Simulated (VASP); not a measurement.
Band structure of MoSeS (space group P-3m1). Method: PBEsol GGA, VASP's PBE PAW potentials (set 64) (plane waves; VASP 6.6.1).

Without a dispersion term in the relaxation, distances and binding between the weakly bound layers, chains or molecules are unreliable, and so is what depends on them.

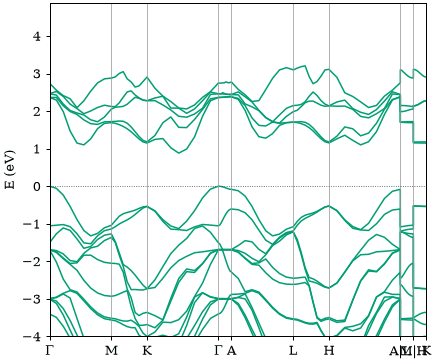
Bands along high-symmetry lines, zero at the valence-band maximum or, without a gap, the Fermi level

Question: Read the plot: is there a gap, and where are the band edges?

Answer: The gap is indirect, 0.88 eV, from the valence maximum at Γ to the conduction minimum at K-Γ at 0.44. (Edges off the drawn lines would not show.)

The structure comes from a computed database's MoSeS entry (P-3m1); how it stands against other phases isn't given here. It was relaxed first, which changed the volume by -6 %.
